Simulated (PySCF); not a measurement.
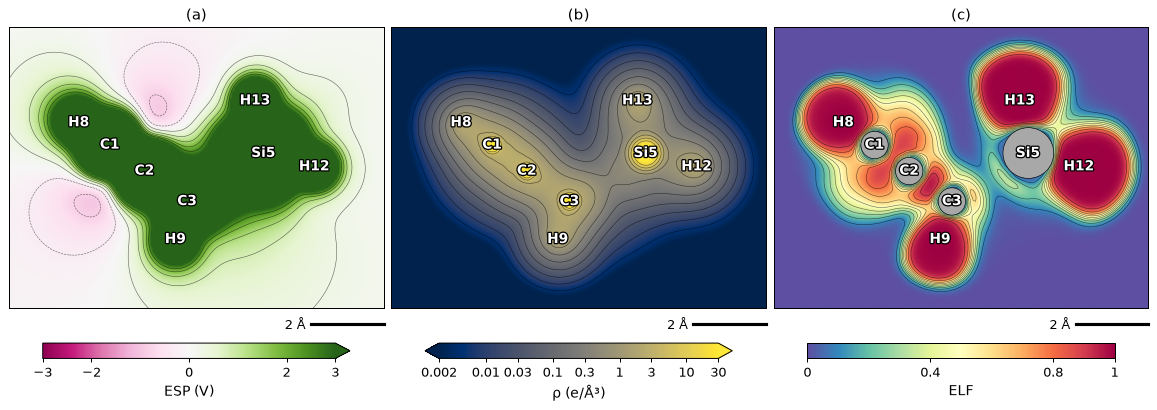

*C$_{5}$H$_{7}$FSi. (a) molecular electrostatic potential; (b) total electron density; (c) ELF on the plane of atoms H12, Si5 and H13. Grey discs cover the atomic cores in the ELF map.*

Geometry: GFN2-xTB.

All numbers below come from PBE0/pcSseg-1, SCF density, gas phase, non-relativistic in PySCF 2.14.0.

Input

```
{"job": {"kind": "nmr", "xc": "PBE0", "basis": "pcSseg-1"}, "charge": 0, "multiplicity": 1}
C      2.707302     0.080588     0.260681
C      1.617626     0.098714    -0.233511
C      0.288338     0.125513    -0.796397
C     -0.592984     1.197714    -0.101650
Si    -1.480182    -0.132152     0.950043
C     -0.533949    -1.131688    -0.404442
F      0.226176    -2.218228    -0.020514
H      3.668818     0.062494     0.678982
H      0.368050     0.260930    -1.879518
H     -0.006980     1.955475     0.413313
H     -1.234301     1.708777    -0.817964
H     -2.938251    -0.195065     0.880478
H     -0.948489    -0.329106     2.292576
H     -1.141851    -1.484439    -1.244245
```

Launched as:

```sh
OMP_NUM_THREADS=1 python probes_run.py task.json out
```

Interpret the plot.

Answer.
- The plane passes through C, Si and H nuclei.
- C–C (1.20 Å): the density is about 2.8 e/Å³ at the midpoint; the ELF peaks at about 0.85 between the atoms: a short, multiple covalent bond.
- C–H (1.05 Å): ρ at the midpoint is about 2.1 e/Å³; the ELF climbs to about 1 towards the hydrogen, as it does in any bond to H: an ordinary covalent bond to hydrogen.
- Si–H (1.46 Å): ρ at the midpoint is about 0.81 e/Å³; the ELF climbs to about 1 towards the hydrogen.
- Outside the dense part of the molecule the potential is most negative (−1.0 V) near C1.
